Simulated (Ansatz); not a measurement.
## Electronic structure of Br2F4Ga2 in real space

```tsv
atom	x (Å)	y (Å)	z (Å)
Br	1.8800	-1.9080	-0.2593
Br	-1.6092	2.6482	2.8572
F	0.0965	-0.3374	2.2900
F	2.6930	0.9029	1.7756
F	-2.4249	-0.1613	0.8214
F	0.1722	1.0772	0.3066
Ga	1.5055	-0.1034	1.0132
Ga	-1.2364	0.8437	1.5839
```

Geometry: PBE0-D4/def2-SVP.

The calculation used Ansatz, isolated molecule in a Gaussian basis; Kohn-Sham density functional theory, functional PBE0.

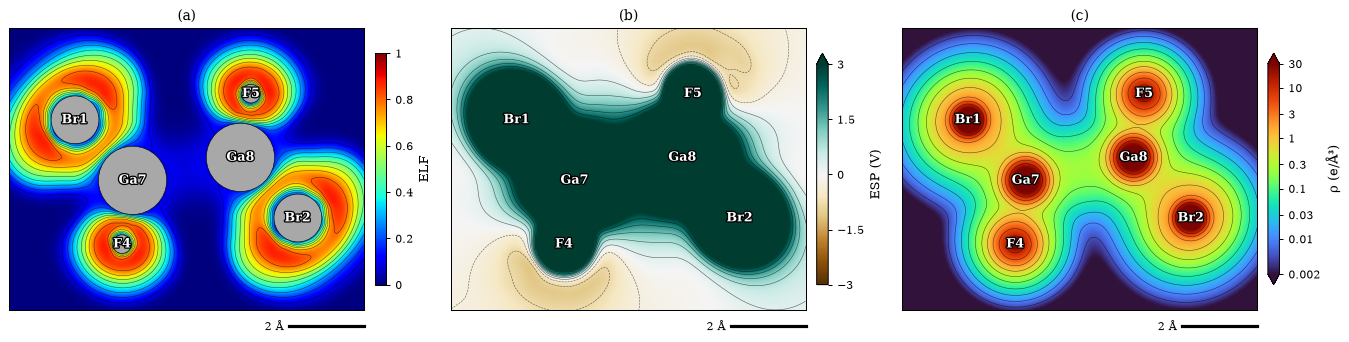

Figure 1. (a) ELF; (b) electrostatic potential; (c) total electron density on the plane of atoms Br1, Ga7 and F4. Grey discs cover the atomic cores in the ELF map.

Question: Read the bonding off the picture.

Answer:
- Atoms in the plane: Br, F and Ga.
- Ga–F (1.73 Å): ρ at the midpoint is about 0.88 e/Å³; the ELF peaks at about 0.80 in the valence shell of F, 0.5 Å from its nucleus, and is about 0.15 at the midpoint.
- Ga–Br (2.24 Å): ρ at the midpoint is about 0.7 e/Å³; the ELF peaks at about 0.75 in the valence shell of Br, 1.0 Å from its nucleus, and is about 0.65 at the midpoint.
- The ELF also peaks beside F4, Br2, Br1 and F5, away from the bonds: lone-pair regions.
- Outside the dense part of the molecule the potential is most negative (−1.1 V) near F4 and F5.

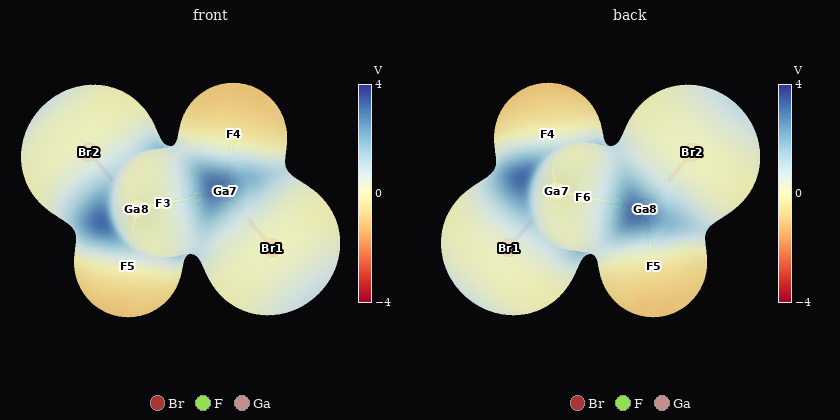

Figure 2. The molecular electrostatic potential painted on the density surface at 0.002 e/bohr³, seen from the front and from behind; red is negative and blue positive.

Question: Which sites attract a positive test charge, and which a negative one?

Answer: A positive charge is drawn to the negative regions and a negative charge to the positive ones. The most negative region (about −1.0 V, or −23 kcal/mol for a unit charge) lies over F4 and F5, the most positive (about +3.2 V, or +74 kcal/mol for a unit charge) over Ga7 and Ga8. Br1 shows a σ-hole: about +0.9 V, or +21 kcal/mol for a unit charge at the tip opposite its bond, against about +0.1 V on its flanks. Br2 shows a σ-hole: about +0.9 V, or +21 kcal/mol for a unit charge at the tip opposite its bond, against about +0.1 V on its flanks.

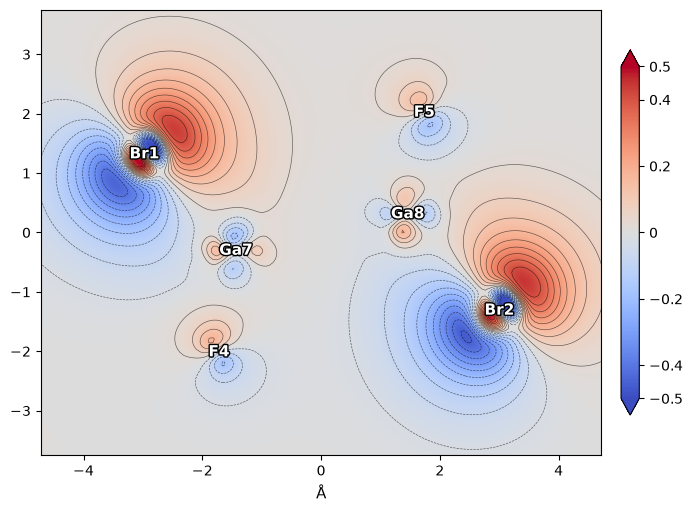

Figure 3. The HOMO on the plane of atoms Br1, Ga7 and F4 (values in Å⁻³ᐟ²; the overall sign is arbitrary).

Question: What is the character of this orbital?

Answer: By Hirshfeld shares it lies mainly on Br1 (about 45 %) and Br2 (about 45 %); it is ungerade (odd under inversion); largely a combination of lone pairs on Br1 and Br2. Its energy is −9.45 eV.

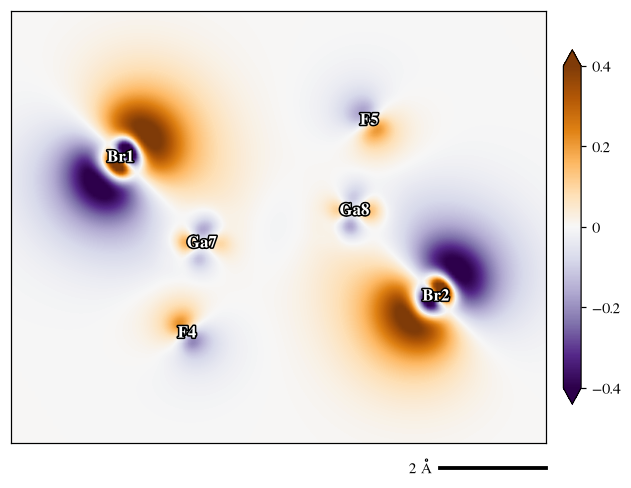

Figure 4. The HOMO−1 on the plane of atoms Br1, Ga7 and F4 (values in Å⁻³ᐟ²; the overall sign is arbitrary).

Question: Describe this orbital and give its energy.

Answer: It lies mainly on Br1 (about 45 %) and Br2 (about 45 %); it is gerade (even under inversion); largely a combination of lone pairs on Br1 and Br2. Its energy is −9.47 eV.
